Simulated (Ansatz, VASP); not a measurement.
## SiBi in two plane-wave programs

One calculation is typed for both programs; each brings its own data sets. How far apart do they land? The cell is invented: As first built, before any earlier steps moved the atoms (in the runner's words): it takes the SnP structure with all of its atoms replaced by other elements, volume scaled by an estimate. It may not be a known or stable phase. The cell is taken from a series of VASP runs on this material, whose earlier steps may have relaxed, scaled or displaced it; both programs get it as it stands. Other levels of theory on this material are compared in a session of their own. Valence electrons are named where the data sets of a main pair hold unlike numbers.

Program: Ansatz 0.2.0. Level of theory: plane waves, with VASP 6.6.1 beside it; band structure at LDA. Results are calculated unless marked as measured.

## (1) Set-up

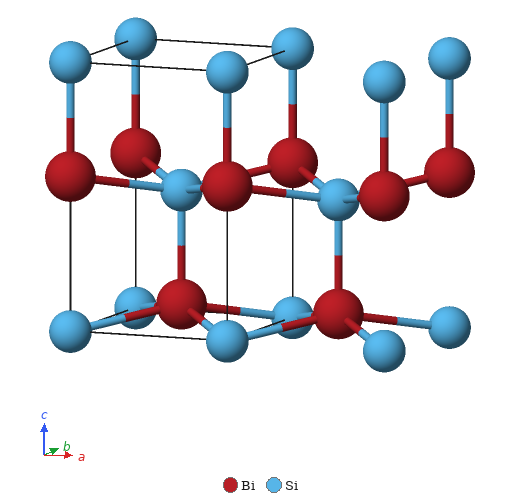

Start, viewed slightly off an axis; bismuth red, silicon blue. 2×1×1 cells are drawn. This picture shows the conventional cell, with its axes. Some periodic images of atoms are drawn too.

Structure file:

```xyz
2
Lattice="-2.0269 2.0269 3.2463 2.0269 -2.0269 3.2463 2.0269 2.0269 -3.2463" Properties=species:S:1:pos:R:3 pbc="T T T"
Bi    0.0000    0.0000    3.7276
Si    0.0000    0.0000    6.4787
```

## (2) VASP: band structure, LDA

A single point gives forces, pressure and levels at one fixed geometry, so differences don't come from the geometry; what else differs is listed under the comparison.

Lines of VASP's logs that name or quote its potential files are left out, and so is its time.

Contents of INCAR:

```
SYSTEM = SiBi
PREC = Accurate
ENCUT = 400
EDIFF = 1E-06
NELM = 100
ISMEAR = 0
SIGMA = 0.02
LREAL = .FALSE.
ALGO = Normal
GGA = CA
LORBIT = 11
LWAVE = .FALSE.
LCHARG = .FALSE.
KPAR = 4
```

Contents of POSCAR:

```
SiBi
1.0
   -2.0268872060      2.0268872060      3.2462904277
    2.0268872060     -2.0268872060      3.2462904277
    2.0268872060      2.0268872060     -3.2462904277
Bi Si
1 1
Direct
    0.5741320490      0.5741320490      0.0000000000
    0.9978689510      0.9978689510      0.0000000000
```

Contents of KPOINTS:

```
Automatic mesh
0
Gamma
5 5 5
0 0 0
```

Contents of KPOINTS_OPT:

```
Line mode
16
Line-mode
Reciprocal
  0.00000000   0.00000000   0.00000000 GAMMA
  0.00000000   0.00000000   0.50000000 X

  0.00000000   0.00000000   0.50000000 X
 -0.19491911   0.19491911   0.50000000 Y

 -0.19491911   0.19491911   0.50000000 Y
 -0.34745956   0.34745956   0.34745956 S

 -0.34745956   0.34745956   0.34745956 S
  0.00000000   0.00000000   0.00000000 GAMMA

  0.00000000   0.00000000   0.00000000 GAMMA
  0.50000000   0.50000000  -0.50000000 Z

  0.50000000   0.50000000  -0.50000000 Z
  0.34745956   0.65254044  -0.34745956 S1

  0.34745956   0.65254044  -0.34745956 S1
  0.00000000   0.50000000   0.00000000 N

  0.00000000   0.50000000   0.00000000 N
  0.25000000   0.25000000   0.25000000 P

  0.25000000   0.25000000   0.25000000 P
  0.50000000   0.50000000  -0.19491911 Y1

  0.50000000   0.50000000  -0.19491911 Y1
  0.50000000   0.50000000  -0.50000000 Z

  0.00000000   0.00000000   0.50000000 X
  0.25000000   0.25000000   0.25000000 P
```

Potentials, in the order of the species: Bi_d and Si (PBE family, release 64).

Command:

```sh
$ mpirun -np 4 vasp_std
```

Numbers of over 12 decimals in the logs are rounded to 6 here.

The log of the run:

```text
[banner, memory and clock lines left out]
running    4 mpi-ranks, on    1 nodes
 distrk:  each k-point on    1 cores,    4 groups
 distr:  one band on    1 cores,    1 groups

 POSCAR found type information on POSCAR BiSi
 POSCAR found :  2 types and       2 ions
|                                                                             |
|               ----> ADVICE to this user running VASP <----                  |
|                                                                             |
|     You enforced a specific xc type in the INCAR file but a different       |
|     [... a line on the potential file left out ...]
|     I HOPE YOU KNOW WHAT YOU ARE DOING!                                     |
|                                                                             |

 LDA part: xc-table for (Slater(with rela. corr.)+CA(PZ))
 , standard interpolation
 POSCAR, INCAR and KPOINTS ok, starting setup
 FFT: planning ... GRIDC
 FFT: planning ... GRID_SOFT
 FFT: planning ... GRID
 WAVECAR not read
 entering main loop
       N       E                     dE             d eps       ncg     rms          rms(c)
DAV:   1     0.121864098056E+03    0.12186E+03   -0.84094E+03   468   0.125E+03
DAV:   2    -0.140884565674E+01   -0.12327E+03   -0.12122E+03   468   0.337E+02
DAV:   3    -0.961574714972E+01   -0.82069E+01   -0.80697E+01   608   0.939E+01
DAV:   4    -0.981147216998E+01   -0.19573E+00   -0.19567E+00   588   0.163E+01
DAV:   5    -0.981630711973E+01   -0.48349E-02   -0.48347E-02   629   0.206E+00    0.181E+00
DAV:   6    -0.974199215544E+01    0.74315E-01   -0.16700E-01   584   0.491E+00    0.980E-01
DAV:   7    -0.973129162580E+01    0.10701E-01   -0.37759E-02   613   0.211E+00    0.382E-01
DAV:   8    -0.972954845907E+01    0.17432E-02   -0.39325E-03   636   0.488E-01    0.585E-02
DAV:   9    -0.972952798780E+01    0.20471E-04   -0.24473E-04   588   0.122E-01    0.251E-02
DAV:  10    -0.972952674944E+01    0.12384E-05   -0.24072E-05   591   0.689E-02    0.732E-03
DAV:  11    -0.972952687397E+01   -0.12453E-06   -0.38417E-06   525   0.162E-02
   1 F= -.97295269E+01 E0= -.97292064E+01  d E =-.640852E-03
 Start KPOINTS_OPT (optional k-point list driver)
k-point batch [1-18\176]
       N       E                     dE             ncg
DAV:   1    -0.435399597355E+03   -0.68657E+04      473
DAV:   2    -0.260289264743E+04   -0.21675E+04      468
DAV:   3    -0.274053120937E+04   -0.13764E+03      618
DAV:   4    -0.274385443803E+04   -0.33232E+01      630
DAV:   5    -0.274393851856E+04   -0.84081E-01      637
DAV:   6    -0.274394354923E+04   -0.50307E-02      698
DAV:   7    -0.274394358158E+04   -0.32343E-04      642
DAV:   8    -0.274394358199E+04   -0.41038E-06      434
[...]
k-point batch [163-176\176]
       N       E                     dE             ncg
DAV:   1     0.158081360764E+04   -0.89199E+04      369
DAV:   2    -0.326543106341E+02   -0.16135E+04      409
DAV:   3    -0.128074387392E+03   -0.95420E+02      424
DAV:   4    -0.130524278705E+03   -0.24499E+01      561
DAV:   5    -0.130537616426E+03   -0.13338E-01      434
DAV:   6    -0.130538124527E+03   -0.50810E-03      561
DAV:   7    -0.130538129050E+03   -0.45232E-05      429
DAV:   8    -0.130538129165E+03   -0.11492E-06      272
```

OUTCAR, selected parts (step 2):

```text
ion  position               nearest neighbor table
   1  0.574  0.574  0.000-   2 2.75   2 2.91   2 2.91   2 2.91   2 2.91
   2  0.998  0.998  0.000-   1 2.75   1 2.91   1 2.91   1 2.91   1 2.91

  LATTYP: Found a body centered tetragonal cell.
 ALAT       =     4.0537744120
 C/A-ratio  =     1.6016137544

 Subroutine GETGRP returns: Found  8 space group operations
 (whereof  8 operations were pure point group operations)

The static configuration has the point symmetry C_4v.

 Found     18 irreducible k-points:

   k-points           NKPTS =     18   k-points in BZ     NKDIM =     18   number of bands    NBANDS=     13

   dimension x,y,z NGX =    28 NGY =   28 NGZ =   28
   dimension x,y,z NGXF=    56 NGYF=   56 NGZF=   56

   ENCUT  =  400.0 eV  29.40 Ry    5.42 a.u.   7.06  7.06  7.06*2*pi/ulx,y,z

   NELECT =      19.0000    total number of electrons

 k-points in reciprocal lattice and weights: Automatic mesh
   0.00000000  0.00000000  0.00000000       0.008
   0.20000000 -0.00000000  0.00000000       0.064
   0.40000000  0.00000000  0.00000000       0.064
   0.20000000  0.20000000  0.00000000       0.064
   0.40000000  0.20000000 -0.00000000       0.128
  -0.40000000  0.20000000  0.00000000       0.128
  -0.20000000  0.20000000  0.00000000       0.032
   0.40000000  0.40000000 -0.00000000       0.064
  -0.40000000  0.40000000  0.00000000       0.032
[...]
-0.40000000  0.40000000  0.40000000       0.032
  -0.40000000 -0.40000000  0.40000000       0.016

 average (electrostatic) potential at core
       1-104.1494       2 -82.7816

 E-fermi :   6.2829

 k-point     1 :       0.0000    0.0000    0.0000
  band No.  band energies     occupation
    ...
      6      -6.5598      2.00000
      7       3.1758      2.00000
      8       5.4850      2.00000
      9       5.4850      2.00000
     10       6.0690      2.00000
     11       9.0868      0.00000
     12      10.3559      0.00000
     13      10.3559      0.00000

 k-point     2 :       0.2000   -0.0000    0.0000
  band No.  band energies     occupation
    ...
      5     -16.1479      2.00000
      6      -6.1402      2.00000
      7       1.2077      2.00000
      8       5.4771      2.00000
      9       5.6697      2.00000
     10       6.5019      0.00000
     11       8.3643      0.00000
     12       9.5943      0.00000
     13      10.2114      0.00000

 k-point     3 :       0.4000    0.0000    0.0000
  band No.  band energies     occupation
    ...
      5     -16.1405      2.00000
      6      -5.1086      2.00000
      7      -1.2309      2.00000
      8       4.9093      2.00000
      9       6.2760      1.37500
     10       6.6625      0.00000
     11       7.9409      0.00000
     12       8.0728      0.00000
     13       8.9908      0.00000

  Total       -1.2209184     -1.2209184     -1.2909512      0.0000000      0.0000000      0.0000000
  in kB      -36.6682939    -36.6682939    -38.7716151      0.0000000      0.0000000      0.0000000
  external PRESSURE =     -37.3694010 kB  Pullay stress =       0.0000000 kB

  energy-cutoff  :      400.00
  volume of cell :       53.35
      direct lattice vectors                 reciprocal lattice vectors
    -2.026887206  2.026887206  3.246290428     0.000000000  0.246683683  0.154021956
     2.026887206 -2.026887206  3.246290428     0.246683683  0.000000000  0.154021956
     2.026887206  2.026887206 -3.246290428     0.246683683  0.246683683  0.000000000

 POSITION                                       TOTAL-FORCE (eV/Angst)
 -----------------------------------------------------------------------------------
      0.00000      0.00000      3.72760         0.000000      0.000000      0.010474
      0.00000      0.00000      6.47874        -0.000000     -0.000000     -0.010474
 -----------------------------------------------------------------------------------
    total drift:                                0.000001      0.000001      0.000861

  FREE ENERGIE OF THE ION-ELECTRON SYSTEM (eV)
  ---------------------------------------------------
  free  energy   TOTEN  =        -9.7295268740 eV

  energy  without entropy=       -9.7288860215  energy(sigma->0) =       -9.72920645

 total charge
# of ion       s       p       d       tot
------------------------------------------
    1        1.492   1.416   9.939  12.846
    2        0.848   0.712   0.000   1.560
--------------------------------------------------
tot          2.339   2.128   9.939  14.406

[... 3 further parts left out ...]
```

At this level the cell is under a tension of 3.7 GPa, so at these settings it is away from equilibrium.

## (3) Ansatz: band structure, LDA

Ansatz runs on its default PAW (the set named soft_2) files.

The same cell, functional (in two slightly different forms), mesh and smearing now go to Ansatz, which takes its cutoff from its data sets.

Contents of input.yaml:

```yaml
crystal:
  lattice:
    - [-2.026887206, 2.026887206, 3.2462904277]
    - [2.026887206, -2.026887206, 3.2462904277]
    - [2.026887206, 2.026887206, -3.2462904277]
  atoms:
    - { symbol: Bi, position: [0.574132049, 0.574132049, 0.0] }
    - { symbol: Si, position: [0.997868951, 0.997868951, 0.0] }
hamiltonian:
  xc: lda
  pseudopotentials: { kind: paw }
kpoints:
  mp_grid: { grid: [5, 5, 5] }
  band_path:
    path:
      - [0.0, 0.0, 0.0]
      - [0.0, 0.0, 0.2]
      - [0.0, 0.0, 0.4]
      - [-0.02599, 0.02599, 0.5]
      - [-0.10396, 0.10396, 0.5]
      - [-0.18192, 0.18192, 0.5]
      - [-0.2356, 0.2356, 0.45932]
      - [-0.29661, 0.29661, 0.39831]
      - [-0.34746, 0.34746, 0.34746]
      - [-0.20848, 0.20848, 0.20848]
      - [-0.06949, 0.06949, 0.06949]
      - [0.06667, 0.06667, -0.06667]
      - [0.26667, 0.26667, -0.26667]
      - [0.46667, 0.46667, -0.46667]
      - [0.45932, 0.54068, -0.45932]
      - [0.39831, 0.60169, -0.39831]
      - [0.34746, 0.65254, -0.34746]
      - [0.20848, 0.59152, -0.20848]
      - [0.06949, 0.53051, -0.06949]
      - [0.03333, 0.46667, 0.03333]
      - [0.13333, 0.36667, 0.13333]
      - [0.23333, 0.26667, 0.23333]
      - [0.31667, 0.31667, 0.13135]
      - [0.41667, 0.41667, -0.04661]
      - [0.5, 0.5, -0.19492]
      - [0.5, 0.5, -0.31695]
      - [0.5, 0.5, -0.43898]
      - [0.03333, 0.03333, 0.46667]
      - [0.13333, 0.13333, 0.36667]
      - [0.25, 0.25, 0.25]
    npoints: 1
scf:
  occupations: { method: gaussian, width: 0.02 }
  n_extra_bands: 7
output:
  forces: true
  stress: true
  eigenvalues: true
```

Command:

```sh
$ ansatz run input.yaml --threads 2 --pin off --max-ram 4608MiB --backend cpu --events-out ev --progress --plain --runs-dir out
```

The log of the run:

```text
scf.n_extra_bands = 7 over 10 filled bands (N_el = 19.0): the run solves 17 bands
Engine: ansatz 0.2.0, aarch64-unknown-linux-gnu
Pseudopotentials: kind: paw
Pseudopotential: Bi, paw, valence charge 15, recommended cutoff 420 eV (normal), Bi.paw.azcp
Pseudopotential: Si, paw, valence charge 4, recommended cutoff 420 eV (normal), Si.paw.azcp
Functional definition: SPW92
  exchange = slater_x
  correlation = pw_c
Crystal: 2 atoms, lattice volume = 53.347 Å³
Basis set: ecut = 420 eV, 1039 PW (Γ)
Bands: 17, of which v1, the nominal top of the filled ones, is band 10 counted from 1 (9 counted from 0)
Symmetry: 8 space group operations
Space group: I4mm (ITA 107), of the structure as read, at distance tolerance 3.8e-5 Å
k-points: 18 of 125 (time reversal used)
Non-local potential: Bi, projectors of the file, l = 0: 2, l = 1: 2, l = 2: 2, l = 3: 2
Non-local potential: Si, projectors of the file, l = 0: 2, l = 1: 2, l = 2: 2
PAW form: soft (Blöchl's): semilocal exchange-correlation on the pseudo side does not see the compensation charge
PAW frozen core: Bi, regenerated for the run's functional, and the local potential with it (the file was generated under x = pbe(κ = 0.804, μ = 0.219515), c = pbe(β = 0.066725))
PAW frozen core: Si, regenerated for the run's functional, and the local potential with it (the file was generated under x = pbe(κ = 0.804, μ = 0.219515), c = pbe(β = 0.066725))
PAW one-centre angular grid: Bi, 590 points (default); XC on 64 Gauss nodes
PAW one-centre angular grid: Si, 110 points (default); XC on 64 Gauss nodes
Initial density: superposition of atomic densities (neutral atoms: chi_scale 0, normalization atom), corrected by the library's trained network
Initial wavefunctions: pseudopotential atomic-orbital guess
Functional: x = slater, c = lda
SCF iter   1: F=—  HF=-12693.715641 eV  |F-HF|=—  |Δ(HF+E_count)|=         —  Δρ=4.18e-3  dr2=1.04e-2  ethr=1.77e-3  ⟨swp⟩=6.3  Hψ=1846  notcnv=0
preconditioner: auto → none  [insulator: Δε(μ)=0.121 eV  Ē_g=11.433 eV  σ=0.020 eV  W_gap=0.69  n_scr=14 (ndim 8)  ℏωp=15.3 eV  f_vac=0.000  D(μ)=3.20/eV (n_scr^D=34)  ε∞_Penn≈2.8]
SCF iter   2: F=—  HF=-12693.712631 eV  |F-HF|=—  |Δ(HF+E_count)|=   3.01e-3  Δρ=2.19e-3  dr2=2.75e-3  ethr=5.48e-5  ⟨swp⟩=2.1  Hψ=534  notcnv=0  defer=28
SCF iter   3: F=—  HF=-12693.712107 eV  |F-HF|=—  |Δ(HF+E_count)|=   5.24e-4  Δρ=6.43e-4  dr2=2.82e-4  ethr=1.45e-5  ⟨swp⟩=3.0  Hψ=499  notcnv=0  defer=33
SCF iter   4: F=—  HF=-12693.711987 eV  |F-HF|=—  |Δ(HF+E_count)|=   1.20e-4  Δρ=1.74e-4  dr2=1.21e-5  ethr=1.48e-6  ⟨swp⟩=2.1  Hψ=388  notcnv=0  defer=33
SCF iter   5: F=—  HF=-12693.711983 eV  |F-HF|=—  |Δ(HF+E_count)|=   4.39e-6  Δρ=5.43e-5  dr2=1.35e-6  ethr=6.37e-8  ⟨swp⟩=2.0  Hψ=422  notcnv=0  defer=33
SCF iter   6: F=-12693.711982 eV  HF=-12693.711982 eV  |F-HF|=2.03e-8  |Δ(HF+E_count)|=   5.93e-7  Δρ=1.32e-5  dr2=4.25e-8  ethr=5.26e-10  ⟨swp⟩=8.3  Hψ=1729  notcnv=0
SCF 1 converged in 6 iterations: F = -12693.711982 eV  dr2 = 4.25e-8
  greatest PAW one-centre occupation: 0.988 electrons in one spin orbital (limit 2), on the Bi atom at site 0 (counted from 0), in its partial waves of l = 2
NSCF: frozen V_eff on 30 k-points
SCF converged after 6 iterations
Free energy (F): -12693.711982 eV
Harris-Foulkes:  -12693.711982 eV  (|F-HF|=2.03e-8)
Internal energy: -12693.711341 eV  (E = F + TS)
E sigma→0 (E₀):  -12693.711662 eV
Entropy (-TS):   -0.000641 eV (-0.320 meV/atom)
Fermi energy:    8.631272 eV
--- Per-component energies (eV) ---
  E_band       = -107.670796
  E_kinetic    = 341.445332
  E_local      = -1646.074882  (includes V_loc(G=0)·N_el)
  E_nonlocal   = 590.473067
  E_hartree    = 544.515550
  E_xc         = -204.077480
  E_vxc        = -190.222953  (∫ρ·V_xc dr)
  E_paw        = -10839.120292  (= ΣΔE_a)
  E_vpaw       = -292.324886  (= ΣTr[D̂ρ^β])
  E_aug_tail   = -0.000521  (compensation charges beyond the density's cutoff)
  E_ewald      = -1480.951561
  E_core_change = 0.079446  (= ΣΔE_core)
  E_smearing   = -0.000641  (= −TS)
  E_closure    = -0.000000  (closes the sum)
  Σ components = -12693.711982   (vs F -12693.711982, Δ=0.00e0)
--- Forces (eV/Å), atoms counted from 1 ---
  atom   1  Bi    -0.00000000     0.00000000     0.02225969
  atom   2  Si     0.00000000    -0.00000000    -0.02228798
  max |Σ_I F_I| component: 2.83e-5 eV/Å
--- Stress (GPa, compression-positive) ---
       -3.843783       0.000000      -0.000000
        0.000000      -3.843783       0.000000
       -0.000000      -0.000000      -3.980343
  P = ⅓ Tr σ = -3.8893 GPa (-38.893 kbar)
--- Band table (eV; the first three rows and the last of 18) ---
  k-point 0: bands = [... 6 lower, 5.4762, 7.8358, 7.8358, 8.4191, 11.4328, 12.6999, 12.6999, 13.7054, ... 3 higher]
  k-point 1: bands = [... 6 lower, 3.5041, 6.6735, 7.1490, 9.6688, 11.1366, 11.7268, 12.3304, 14.9992, ... 3 higher]
  k-point 2: bands = [... 6 lower, 2.4487, 4.4559, 5.4396, 6.7207, 10.6921, 13.5874, 16.3622, 16.7263, ... 3 higher]
  k-point 17: bands = [... 6 lower, 1.5234, 4.2693, 6.5987, 7.5709, 12.9789, 13.8469, 14.4921, 15.7394, ... 3 higher]
```

Elapsed: 1.7 s, on 2 threads of Arm Neoverse V2, shared host; peak memory 0.3 GiB.

Reading the cycles: dr2 is the Hartree energy of the density residual (eV), the measure of convergence; HF is the Harris–Foulkes estimate of the energy, which meets the free energy F at convergence.

## (4) Differences

Known differences besides the potentials themselves: the two LDA forms differ slightly; the cutoff is 420 eV in Ansatz and 400 eV in VASP; Ansatz makes its cores anew for this functional, VASP keeps those of its PBE data sets; VASP's log shows a relativistic correction to its local exchange, Ansatz's none. Total energies have different zeros and are not compared.

Both answers:

| quantity | Ansatz | VASP | difference |
| --- | --- | --- | --- |
| pressure (GPa) | -3.89 | -3.74 | -0.15 |

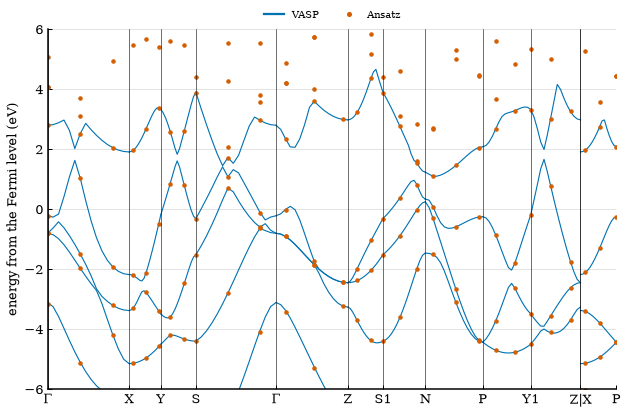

Bands from VASP (lines) and levels from Ansatz (dots). Dots without a line are higher empty bands that the VASP plot leaves out.

At this near-relaxed geometry the largest component of a force difference is 12 meV/Å. Levels from 3 eV below to 2 eV above the Fermi level differ by 6 meV r.m.s. and 14 meV at most; each VASP level is matched to the nearest of Ansatz, which flatters the figure a little.

## (5) Outcome

```json
{
  "r.m.s. difference of levels near the Fermi level (band structure, LDA)": "5.8 meV",
  "r.m.s. force difference (band structure, LDA)": "6.8 meV/Å"
}
```

The r.m.s. force difference is 6.8 meV/Å (band structure, LDA), within the 12 meV/Å picked in this series as the mark of a large difference. 3 further runs of this series are not shown here. Such differences can come from data sets, numerical settings and the points named under the comparisons, not from the functional's error against experiment.

[Lines on the potential files, build, host, timing and source positions are cut from VASP's logs without a mark.]

[Logs are printed without paths, hosts, clocks, repeated set-up lines and the standing remarks that a program may print on its own settings, such as how far it seeks lower states.]

[Hosts, paths, dates, database ids (printed as entryN), source tags and the programs' standing remarks are cut or masked in the printed files.]
